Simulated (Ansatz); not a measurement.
# KSrBr3 (built on the sites of a database entry of CsPbBr3): a soft mode frozen in

Which phase does KSrBr3 (built on the sites of a database entry of CsPbBr3) fall into along its unstable mode, and how much energy does it gain?

Main program and level: Ansatz 0.2.0; DFT PBEsol, scalar-relativistic, plane waves, PseudoDojo norm-conserving pseudopotentials.

The structure was built from a prototype and need not be the compound's stable phase.

## 1. The starting structure

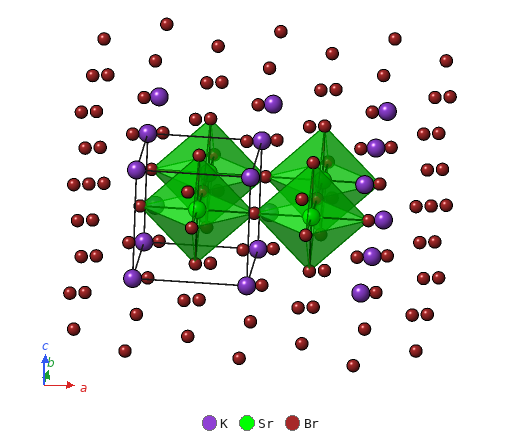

The starting structure, seen slightly off an axis (potassium purple, strontium green, bromine red). 2×2×1 cells are drawn. Some periodic images of atoms are drawn too.

## 2. Response at finite wavevector

The cell comes from relaxations at this level that are not shown. Stability and thermal properties need the whole zone. Linear response on a 2×2×2 q mesh gives force constants as far as a supercell of that size would, and the tensors from the zone-centre run are typed in so that the long-range dipole term is interpolated apart.

Input file input.yaml:

```yaml
crystal:
  lattice:
    - [5.8733190708, 0.0, 0.0]
    - [0.0, 5.8733190708, 0.0]
    - [0.0, 0.0, 5.8733190708]
  atoms:
    - { symbol: K, position: [0.0, 0.0, 0.0] }
    - { symbol: Sr, position: [0.5, 0.5, 0.5] }
    - { symbol: Br, position: [0.0, 0.5, 0.5] }
    - { symbol: Br, position: [0.5, 0.0, 0.5] }
    - { symbol: Br, position: [0.5, 0.5, 0.0] }
kpoints:
  mp_grid: { grid: [4, 4, 4] }
hamiltonian:
  xc: pbesol
  pseudopotentials: { kind: nc, accuracy: standard }
scf:
  occupations: { method: fixed }
output:
  eigenvalues: true
phonons:
  method: dfpt
  qmesh: [2, 2, 2]
  temperatures: { t_max: 1000, t_step: 50 }
  qpath:
    path:
      - [[0.0, 0.0, 0.0], [0.0, 0.5, 0.0], [0.5, 0.5, 0.0], [0.0, 0.0, 0.0], [0.5, 0.5, 0.5], [0.0, 0.5, 0.0]]
      - [[0.5, 0.5, 0.5], [0.5, 0.5, 0.0]]
    npoints: 10
  non_analytic_term:
    high_frequency_dielectric_tensor: [[2.7386, 0.0, 0.0], [0.0, 2.7386, 0.0], [0.0, 0.0, 2.7386]]
    born_effective_charges:
      - { species: K, tensor: [[1.314, 0.0, 0.0], [0.0, 1.314, 0.0], [0.0, 0.0, 1.314]] }
      - { species: Sr, tensor: [[2.4104, 0.0, 0.0], [0.0, 2.4104, 0.0], [0.0, 0.0, 2.4104]] }
      - { species: Br, tensor: [[-2.0009, 0.0, 0.0], [0.0, -0.8617, 0.0], [0.0, 0.0, -0.8617]] }
      - { species: Br, tensor: [[-0.8617, 0.0, 0.0], [0.0, -2.0009, 0.0], [0.0, 0.0, -0.8617]] }
      - { species: Br, tensor: [[-0.8617, 0.0, 0.0], [0.0, -0.8617, 0.0], [0.0, 0.0, -2.0009]] }
    source: "zone-centre run at this cell"
```

The run is started by

```bash
$ ansatz run input.yaml --threads 8 --pin off --max-ram 14336MiB --backend cpu --events-out ev --progress --plain --runs-dir out
```

Numbers of over 12 decimals in the logs are rounded to 6 here.

What it wrote:

```text
Engine: ansatz 0.2.0, aarch64-unknown-linux-gnu
Pseudopotentials: kind: nc
Pseudopotential: K, nc, valence charge 9, recommended cutoff 1006.821291 eV (normal), K.nc.azcp (PseudoDojo's, or run here from an input of PseudoDojo's; its table is named by hamiltonian.pseudopotentials.accuracy)
Pseudopotential: Sr, nc, valence charge 10, recommended cutoff 925.187132 eV (normal), Sr.nc.azcp (PseudoDojo's, or run here from an input of PseudoDojo's; its table is named by hamiltonian.pseudopotentials.accuracy)
Pseudopotential: Br, nc, valence charge 7, recommended cutoff 625.861884 eV (normal), Br.nc.azcp (PseudoDojo's, or run here from an input of PseudoDojo's; its table is named by hamiltonian.pseudopotentials.accuracy)
Functional definition: PBEsol
  exchange = pbesol_x
  correlation = pbesol_c
Crystal: 5 atoms, lattice volume = 202.605 Å³
Basis set: ecut = 1006.821291 eV, 14771 PW (Γ), exchange–correlation on 128×128×128 points (8 copies of the dense FFT grid, shifted against one another)
Bands: 25, of which v1, the nominal top of the filled ones, is band 20 counted from 1 (19 counted from 0)
Symmetry: 48 space group operations
k-points: 10 of 64
Non-local potential: K, projectors of the file, l = 0: 2, l = 1: 2, l = 2: 2
Non-local potential: Sr, projectors of the file, l = 0: 2, l = 1: 2, l = 2: 2
Non-local potential: Br, projectors of the file, l = 0: 2, l = 1: 2, l = 2: 2
Initial density: superposition of atomic densities (chi_scale 0.1, normalization cell, long waves kept (reshape's long-wave potential 0.01 eV rms))
Initial wavefunctions: pseudopotential atomic-orbital guess
Functional: x = pbesol(κ = 0.804, μ = 0.123457), c = pbesol(β = 0.046)
SCF iter   1: F=—  HF=-3041.090512 eV  |F-HF|=—  |Δ(HF+E_count)|=         —  Δρ=3.26e-2  dr2=4.27e0  ethr=3.10e-3  ⟨swp⟩=8.8  Hψ=1418  notcnv=0  defer=26
preconditioner: auto → Resta (q_TF=auto, 2.082 Å⁻¹)  ε∞=4.5  [insulator: Δε(μ)=2.833 eV  Ē_g=5.879 eV  n_scr=26 (ndim 8)  ℏωp=11.1 eV  f_vac=0.004  ε∞_Penn≈4.5]
SCF iter   2: F=—  HF=-3039.622208 eV  |F-HF|=—  |Δ(HF+E_count)|=    1.47e0  Δρ=1.38e-2  dr2=9.67e-1  ethr=3.10e-3  ⟨swp⟩=5.1  Hψ=664  notcnv=0  defer=25
SCF iter   3: F=—  HF=-3039.227869 eV  |F-HF|=—  |Δ(HF+E_count)|=   3.94e-1  Δρ=4.15e-3  dr2=6.08e-2  ethr=2.42e-3  ⟨swp⟩=4.6  Hψ=564  notcnv=0  defer=26
SCF iter   4: F=—  HF=-3039.227981 eV  |F-HF|=—  |Δ(HF+E_count)|=   1.12e-4  Δρ=9.73e-4  dr2=3.09e-3  ethr=1.52e-4  ⟨swp⟩=4.2  Hψ=630  notcnv=0  defer=26
SCF iter   5: F=—  HF=-3039.229802 eV  |F-HF|=—  |Δ(HF+E_count)|=   1.82e-3  Δρ=2.91e-4  dr2=2.62e-4  ethr=7.73e-6  ⟨swp⟩=4.2  Hψ=484  notcnv=0  defer=26
SCF iter   6: F=—  HF=-3039.230406 eV  |F-HF|=—  |Δ(HF+E_count)|=   6.04e-4  Δρ=6.69e-5  dr2=2.30e-5  ethr=6.55e-7  ⟨swp⟩=3.2  Hψ=455  notcnv=0  defer=26
SCF iter   7: F=—  HF=-3039.230456 eV  |F-HF|=—  |Δ(HF+E_count)|=   4.91e-5  Δρ=2.06e-5  dr2=3.42e-6  ethr=5.75e-8  ⟨swp⟩=2.5  Hψ=430  notcnv=0  defer=24
SCF iter   8: F=—  HF=-3039.230655 eV  |F-HF|=—  |Δ(HF+E_count)|=   2.00e-4  Δρ=4.78e-6  dr2=4.92e-8  ethr=8.54e-9  ⟨swp⟩=2.1  Hψ=398  notcnv=0  defer=24
SCF iter   9: F=—  HF=-3039.230655 eV  |F-HF|=—  |Δ(HF+E_count)|=   6.81e-8  Δρ=8.40e-7  dr2=2.60e-9  ethr=1.23e-10  ⟨swp⟩=2.5  Hψ=434  notcnv=0  defer=24
SCF iter  10: F=—  HF=-3039.230655 eV  |F-HF|=—  |Δ(HF+E_count)|=   6.33e-9  Δρ=2.78e-7  dr2=2.04e-10  ethr=6.49e-12  ⟨swp⟩=2.4  Hψ=459  notcnv=0  defer=24
SCF iter  11: F=-3039.230655 eV  HF=-3039.230655 eV  |F-HF|=1.55e-11  |Δ(HF+E_count)|=  3.57e-10  Δρ=6.13e-8  dr2=8.07e-12  ethr=1.00e-12  ⟨swp⟩=25.3  Hψ=3086  notcnv=0
SCF 1 converged in 11 iterations: F = -3039.230655 eV  dr2 = 8.07e-12
NSCF: frozen V_eff on 10 k-points
NSCF: frozen V_eff on 27 k-points
DFPT response loops at q = (0, 0, 0) (fractional): preconditioner auto → none (the input reference at scf.mixing.eps_inf says where Resta's filter doesn't serve); β = 0.50; Broyden in place of MSR1
NSCF: frozen V_eff on 54 k-points
DFPT response loops at q = (0, 0, -0.5) (fractional): preconditioner auto → Resta (q_TF=auto, 2.082 Å⁻¹)  ε∞=4.0 (no band partly filled); β = 1.00, the filter's whole step (`scf.mixing.beta` (0.50) is not read by the response loops at its default; to damp them type it under 1.00, their step now; it binds the ground state too); Broyden in place of MSR1
NSCF: frozen V_eff on 54 k-points
DFPT response loops at q = (0, -0.5, -0.5) (fractional): mixed as the last ones told, above
NSCF: frozen V_eff on 54 k-points
DFPT response loops at q = (-0.5, -0.5, -0.5) (fractional): mixed as the last ones told, above
SCF converged after 11 iterations
Free energy (F): -3039.230655 eV
Harris-Foulkes:  -3039.230655 eV  (|F-HF|=1.55e-11)
Internal energy: -3039.230655 eV  (E = F + TS)
E sigma→0 (E₀):  -3039.230655 eV
Fermi energy:    1.121174 eV
--- Per-component energies (eV) ---
  E_band       = -336.361926
  E_kinetic    = 887.609912
  E_local      = -2361.169584  (includes V_loc(G=0)·N_el)
  E_nonlocal   = 437.712342
  E_hartree    = 664.007344
  E_xc         = -820.364312
  E_vxc        = -628.529295  (∫ρ·V_xc dr)
  E_ewald      = -1847.026357
  E_smearing   = -0.000000  (= −TS)
  E_closure    = -0.000000  (closes the sum)
  Σ components = -3039.230655   (vs F -3039.230655, Δ=0.00e0)
--- Band table (eV; the first three rows and the last of 10) ---
  k-point 0: bands = [... 16 lower, 0.6279, 0.8747, 0.8747, 0.8747, 4.8466, 6.2541, 6.2541, 6.2541, ... 1 higher]
  k-point 1: bands = [... 16 lower, 0.5059, 0.5683, 0.8178, 0.8178, 5.4208, 6.3425, 6.7862, 6.7862, ... 1 higher]
  k-point 2: bands = [... 16 lower, 0.3098, 0.5111, 0.7917, 0.7917, 6.4450, 6.5771, 6.5841, 7.5272, ... 1 higher]
  k-point 9: bands = [... 16 lower, -0.2892, 1.1212, 1.1212, 1.1212, 6.2177, 7.5090, 7.5090, 7.5090, ... 1 higher]
--- Phonons (Γ-DFPT): 4 representative perturbations + reference (Σ response iterations 10) ---
  ASR residual: 1.922e-4 → 0.000e0 eV/Å²; symmetrization residual: 1.505e-6 eV/Å²
  ASR residual per site (eV/Å²): 9.66e-5 1.92e-4 6.98e-5 6.98e-5 6.98e-5
  Γ frequencies (cm⁻¹): -55.50 -55.50 -55.50 -20.93 -20.93 -20.93 0.00 0.00 0.00 52.80 52.80 52.80 180.33 180.33 180.33
--- Phonons (arbitrary-q DFPT): 4 irreducible q on the 2×2×2 mesh ---
  q = [0.0000, 0.0000, 0.0000] (star 1, of the zone-centre solve; hermiticity 5.27e-7, symmetrization 1.96e-14): -55.50 -55.50 -55.50 -20.93 -20.93 -20.93 -0.00 0.00 0.00 52.80 52.80 52.80 180.33 180.33 180.33
  q = [0.0000, 0.0000, -0.5000] (star 3, 9 solved perturbations in 216 linear systems a pass and spin channel, the states on 27 of 64 k-point pairs; hermiticity 4.02e-7, symmetrization 1.39e-12, the responses' own estimated error 1.3e-4 eV/Å²): -50.75 -50.75 -20.57 -20.57 -14.16 30.44 30.44 40.99 45.20 45.20 48.27 148.67 163.07 180.26 180.26
  q = [0.0000, -0.5000, -0.5000] (star 3, 9 solved perturbations in 216 linear systems a pass and spin channel, the states on 27 of 64 k-point pairs; hermiticity 2.19e-7, symmetrization 2.85e-12, the responses' own estimated error 1.2e-4 eV/Å²): -51.72 -51.72 -42.08 -41.82 14.58 14.58 44.01 47.25 47.25 51.34 143.88 149.09 149.09 165.89 180.21
  q = [-0.5000, -0.5000, -0.5000] (star 1, 4 solved perturbations in 81 linear systems a pass and spin channel, the states on 27 of 64 k-point pairs; hermiticity 1.04e-7, symmetrization 4.31e-13, the responses' own estimated error 1.1e-4 eV/Å²): -54.27 -54.27 -54.27 -42.26 -42.26 -42.26 60.04 60.04 60.04 143.62 143.62 147.11 147.11 147.11 169.35
  sum rule: each row above includes the acoustic sum rule's correction from the zone centre's row sums; it moved no ω² by more than (0.82 cm⁻¹)²
  mesh force constants: q→R imaginary residual 3.65e-18; ASR residual 1.922e-4 → 0.000e0 eV/Å²; symmetrization residual 9.770e-15 eV/Å²
  interpolated dispersion: 63 rows × 15 modes
  density of states and harmonic sums: on the 12×12×12 q-mesh, interpolated from the force constants of a 2×2×2 supercell (with the dipole–dipole term of supplied tensors)
  largest difference from the sums on the solved wave vectors: F 6.51e-2 eV, S 7.20e-5 and C_V 1.37e-5 eV/K
  zero-point energy: 0.059451 eV/cell   skipped modes (ω ≤ 0): 449, of them read as no rigid motion or as one in doubt: 446 (5.329e0 modes/cell left out, lowest -55.50 cm⁻¹)   left out of the sums: 3.55e-1 of the cell's modes: C_V's classical limit lies that fraction below 3 k_B per atom; for a crystal, a wire or a layer, F and S can be off by more, and a phonons.interpolated_qmesh denser along its periods is the remedy for the sampling
```

Run time: 4.4 min. Hardware: 8 threads of Arm Neoverse N1, shared host; peak memory 2.6 GiB; 34 min of CPU time.

In the SCF lines HF is the Harris–Foulkes energy and dr2 the Hartree energy of the density residual, in eV; the loop may stop once dr2 is under the threshold and the program's other checks hold. Hψ counts applications of the Hamiltonian.

This step gave:

* gap on the k-mesh: 3.725 eV
* volume per atom: 40.52 Å³
* sum-rule residual before enforcement: 1.92e-4 eV/Å²
* lowest frequency on the path: -55.50 cm⁻¹
* point group: m-3m
* highest frequency on the path or at a solved wavevector: 208.9 cm⁻¹
* highest optical mode at the zone centre (no LO-TO term): 180.3 cm⁻¹
* lowest optical zone-centre mode: -55.5 cm⁻¹
* lowest mode on the q mesh (acoustic modes at Γ apart): -55.5 cm⁻¹

Frequencies (cm⁻¹) solved at each irreducible wavevector; negative means imaginary. Frequencies by wavevector, by row:

| q in reciprocal lattice units | star | mode 1 | mode 2 | mode 3 | mode 4 | mode 13 | mode 14 | mode 15 |
| --- | --- | --- | --- | --- | --- | --- | --- | --- |
| 0 0 0 | 1 | -55.5 | -55.5 | -55.5 | -20.9 | 180.3 | 180.3 | 180.3 |
| 0 0 -0.5 | 3 | -50.8 | -50.8 | -20.6 | -20.6 | 163.1 | 180.3 | 180.3 |
| 0 -0.5 -0.5 | 3 | -51.7 | -51.7 | -42.1 | -41.8 | 149.1 | 165.9 | 180.2 |
| -0.5 -0.5 -0.5 | 1 | -54.3 | -54.3 | -54.3 | -42.3 | 147.1 | 147.1 | 169.3 |

Interpolated from a 2×2×2 q mesh, with the LO-TO term (at Γ the limit along the path; where Γ stands inside the path, tables give the limit on arrival). Phonon branches along the path, in cm⁻¹:

| point | branch 1 | branch 2 | branch 3 | branch 4 | branch 12 | branch 13 | branch 14 | branch 15 |
| --- | --- | --- | --- | --- | --- | --- | --- | --- |
| Γ | -56 | -56 | -21 | -21 | 59 | 180 | 180 | 209 |
| X | -51 | -51 | -21 | -21 | 149 | 163 | 180 | 180 |
| M | -52 | -52 | -42 | -42 | 149 | 149 | 166 | 180 |
| Γ | -56 | -56 | -21 | -21 | 59 | 180 | 180 | 209 |
| R | -54 | -54 | -54 | -42 | 147 | 147 | 147 | 169 |
| X | -51 | -51 | -21 | -21 | 149 | 163 | 180 | 180 |
| jump to R | -54 | -54 | -54 | -42 | 147 | 147 | 147 | 169 |
| M | -52 | -52 | -42 | -42 | 149 | 149 | 166 | 180 |

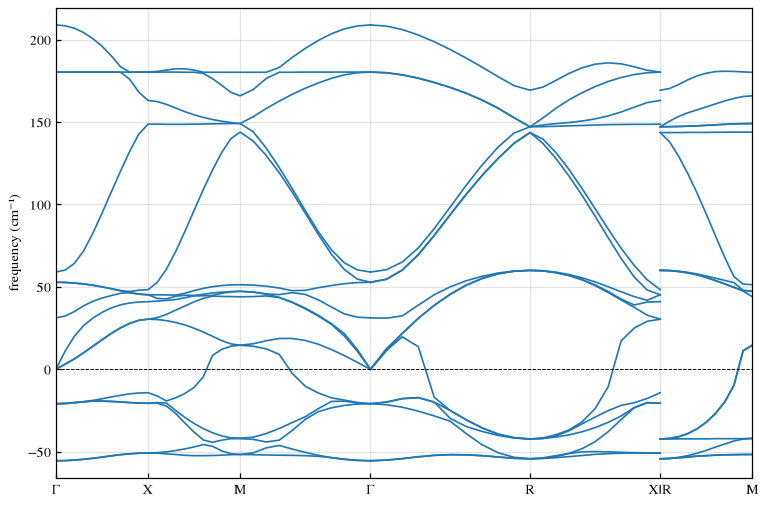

Phonon branches along the path.

Symmetry leaves 4 wavevectors to solve. The lowest mode among them, the acoustic zeros apart, lies at Γ and is imaginary, 55.5i cm⁻¹, so the energy falls along it.

## 3. The mode frozen in, largest atomic shift 0 Å

The mode followed lies at q = (-0.5, -0.5, -0.5) with frequency 54.3i cm⁻¹ and is 3-fold degenerate, one of the unstable modes though not the softest. At small amplitude the distorted cell has space group no. 74 by a symmetry search on the positions. The undistorted cell that holds it gives the zero of energy on the same k mesh.

System of this step: KSrBr3 (built on the sites of a database entry of CsPbBr3). Symmetry: Pm-3m, No. 221, cubic system. Conventional cell: a = 5.873 Å, b = 5.873 Å, c = 5.873 Å, α = 90.00°, β = 90.00°, γ = 90.00°. K has 12 Br at 4.15 Å nearest. Nearest to Sr lie 6 Br at 2.94 Å. Nearest to Br lie 2 Sr at 2.94 Å and 4 K at 4.15 Å. Farther neighbours and most contacts between anions are not listed.

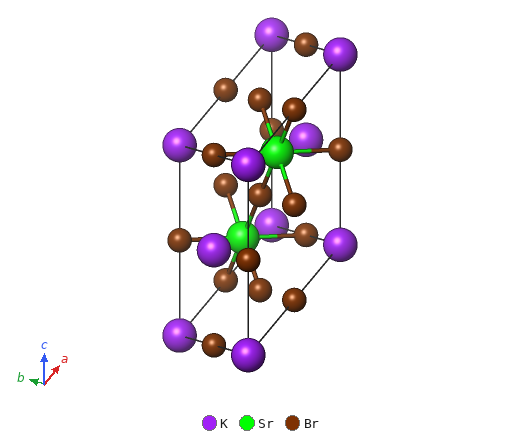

The cell of this step (potassium purple, strontium green, bromine brown). Some periodic images of atoms are drawn too.

Input file input.yaml:

```yaml
crystal:
  lattice:
    - [5.8733190708, 5.8733190708, 0.0]
    - [5.8733190708, 0.0, 5.8733190708]
    - [5.8733190708, 0.0, -5.8733190708]
  atoms:
    - { symbol: K, position: [0.0, 0.0, 0.0] }
    - { symbol: K, position: [0.0, 0.5, 0.5] }
    - { symbol: Sr, position: [0.5, 0.25, 0.75] }
    - { symbol: Sr, position: [0.5, 0.75, 0.25] }
    - { symbol: Br, position: [0.5, 0.0, 0.5] }
    - { symbol: Br, position: [0.5, 0.5, 0.0] }
    - { symbol: Br, position: [0.0, 0.5, 0.0] }
    - { symbol: Br, position: [0.0, 0.0, 0.5] }
    - { symbol: Br, position: [0.5, 0.0, 0.0] }
    - { symbol: Br, position: [0.5, 0.5, 0.5] }
kpoints:
  mp_grid: { grid: [4, 4, 4] }
hamiltonian:
  xc: pbesol
  pseudopotentials: { kind: nc, accuracy: standard }
scf:
  occupations: { method: gaussian, width: 0.02 }
output:
  forces: true
  stress: true
  eigenvalues: true
```

What it wrote:

```text
[...]
Crystal: 10 atoms, lattice volume = 405.211 Å³
Basis set: ecut = 1006.821291 eV, 29603 PW (Γ), exchange–correlation on 180×180×180 points (8 copies of the dense FFT grid, shifted against one another)
Bands: 50, of which v1, the nominal top of the filled ones, is band 40 counted from 1 (39 counted from 0)
Symmetry: 96 space group operations
[...]
k-points: 8 of 64
[...]
k-point 0: bands = [... 36 lower, 0.8745, 1.1210, 1.1210, 1.1210, 4.8465, 6.2175, 6.2542, 6.2542, ... 4 higher]
  k-point 1: bands = [... 36 lower, 0.7876, 0.9939, 0.9939, 1.0415, 5.2898, 6.4640, 6.5339, 6.5592, ... 4 higher]
  k-point 2: bands = [... 36 lower, 0.7912, 0.7912, 0.8608, 0.8608, 6.1581, 6.1581, 7.0717, 7.0717, ... 4 higher]
  k-point 7: bands = [... 36 lower, 0.6151, 0.6151, 0.8999, 0.8999, 6.8134, 6.8134, 6.9638, 6.9638, ... 4 higher]
[key lines of the parts left out:]
SCF converged after 9 iterations
Free energy (F): -6078.462676 eV
Fermi energy:    2.983794 eV
P = ⅓ Tr σ = 0.0031 GPa (0.031 kbar)
```

Wall time 13 s (8 threads); peak memory 3.1 GiB.

Numbers from this step:

```
pressure                         : 0.003067 GPa
gap on the k-mesh                : 3.726 eV
energy from the undistorted cell : 0 meV/atom
```

At this level the gap is 3.73 eV on the k-mesh of the self-consistent run, which can miss the band edges.

## 4. The mode frozen in, largest atomic shift 0.6 Å

The atoms are moved along the unstable eigenvector, the largest shift by 0.6 Å, with the cell fixed.

input.yaml, the sections that differ from step 3:

```yaml
crystal:
  lattice:
    - [5.8733190708, 5.8733190708, 0.0]
    - [5.8733190708, 0.0, 5.8733190708]
    - [5.8733190708, 0.0, -5.8733190708]
  atoms:
    - { symbol: K, position: [0.0722358284, -0.0722358284, 0.0] }
    - { symbol: K, position: [-0.0722358284, 0.5722358284, 0.5] }
    - { symbol: Sr, position: [0.5, 0.25, 0.75] }
    - { symbol: Sr, position: [0.5, 0.75, 0.25] }
    - { symbol: Br, position: [0.5180734161, -0.0180734161, 0.5] }
    - { symbol: Br, position: [0.4819265839, 0.5180734161, 0.0] }
    - { symbol: Br, position: [0.0, 0.5090367081, 0.0090367081] }
    - { symbol: Br, position: [0.0, -0.0090367081, 0.4909632919] }
    - { symbol: Br, position: [0.5, -0.0090367081, -0.0090367081] }
    - { symbol: Br, position: [0.5, 0.5090367081, 0.5090367081] }
# kpoints, hamiltonian, scf, output: as in step 3
```

What it wrote:

```text
[...]
Crystal: 10 atoms, lattice volume = 405.211 Å³
Basis set: ecut = 1006.821291 eV, 29603 PW (Γ), exchange–correlation on 180×180×180 points (8 copies of the dense FFT grid, shifted against one another)
Bands: 50, of which v1, the nominal top of the filled ones, is band 40 counted from 1 (39 counted from 0)
Symmetry: 8 space group operations
[...]
k-points: 18 of 64
[...]
k-point 0: bands = [... 36 lower, 0.8338, 1.0029, 1.0735, 1.0741, 4.9503, 6.2043, 6.2463, 6.2643, ... 4 higher]
  k-point 1: bands = [... 36 lower, 0.7401, 0.9196, 0.9583, 0.9753, 5.3871, 6.4629, 6.5158, 6.5647, ... 4 higher]
  k-point 2: bands = [... 36 lower, 0.7473, 0.7473, 0.8172, 0.8172, 6.2306, 6.2306, 7.0298, 7.0298, ... 4 higher]
  k-point 17: bands = [... 36 lower, 0.5837, 0.7442, 0.7712, 1.0771, 6.3576, 6.6232, 6.6793, 7.1784, ... 4 higher]
[key lines of the parts left out:]
SCF converged after 9 iterations
Free energy (F): -6078.607415 eV
Fermi energy:    3.013722 eV
P = ⅓ Tr σ = 0.2137 GPa (2.137 kbar)
```

Wall time 27 s (8 threads); peak memory 3.8 GiB; 3.4 min of CPU time.

Numbers from this step:

- pressure: 0.2137 GPa
- gap on the k-mesh: 3.873 eV
- energy from the undistorted cell: -14.47 meV/atom

The energy, extrapolated to zero smearing, is -14.47 meV/atom against the undistorted cell.

The run ends at a pressure of 0.21 GPa, with forces up to 0.12 eV/Å.

## 5. Energy along the mode, all amplitudes (two of the runs are shown above)

An imaginary frequency means negative curvature, so the energy should fall and then rise again as anharmonic terms take over.

This step gave:

```
depth at the lowest point sampled  : 14.47 meV/atom
largest atomic shift at that point : 0.6 Å
```

Energy from the parent against largest atomic shift:

| largest atomic shift (Å) | energy from the parent (meV/atom) |
| --- | --- |
| 0.000 | 0 |
| 0.040 | -0.085 |
| 0.080 | -0.339 |
| 0.140 | -1.03 |
| 0.220 | -2.50 |
| 0.320 | -5.11 |
| 0.450 | -9.4 |
| 0.600 | -14.5 |

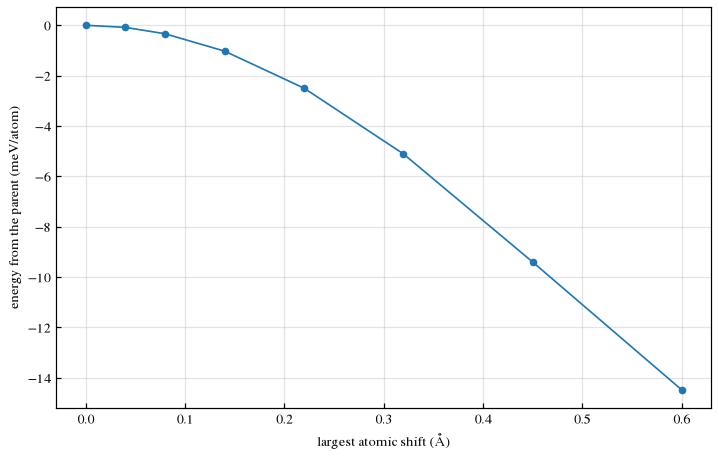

Energy from the parent against largest atomic shift.

Displacement at unit largest shift by atom:

| atom | x (Å) | y (Å) | z (Å) | size |
| --- | --- | --- | --- | --- |
| K1 | 0.000 | 0.707 | -0.707 | 1.000 |
| K2 | 0.000 | -0.707 | 0.707 | 1.000 |
| Sr3 | 0.000 | 0.000 | 0.000 | 0.000 |
| Sr4 | 0.000 | 0.000 | 0.000 | 0.000 |
| Br5 | 0.000 | 0.177 | -0.177 | 0.250 |
| Br6 | 0.000 | -0.177 | 0.177 | 0.250 |
| Br7 | 0.177 | 0.000 | 0.000 | 0.177 |
| Br8 | -0.177 | 0.000 | 0.000 | 0.177 |
| Br9 | -0.177 | 0.000 | 0.000 | 0.177 |
| Br10 | 0.177 | 0.000 | 0.000 | 0.177 |

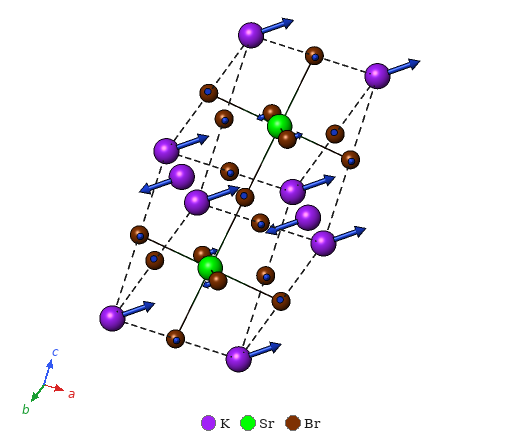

Displacement at unit largest shift as arrows, the longest 1.000 Å. Some periodic images of atoms are drawn too.

The lowest of the steps tried is the last one, at 0.6 Å, 14.5 meV/atom below the parent; the bottom of the well need not coincide with a step.

[end of part 1 of 2]

[Logs are printed without paths, hosts, clocks, repeated set-up lines and the standing remarks that a program may print on its own settings, such as how far it seeks lower states.]

[Hosts, paths, dates, database ids (printed as entryN), source tags and the programs' standing remarks are cut or masked in the printed files.]
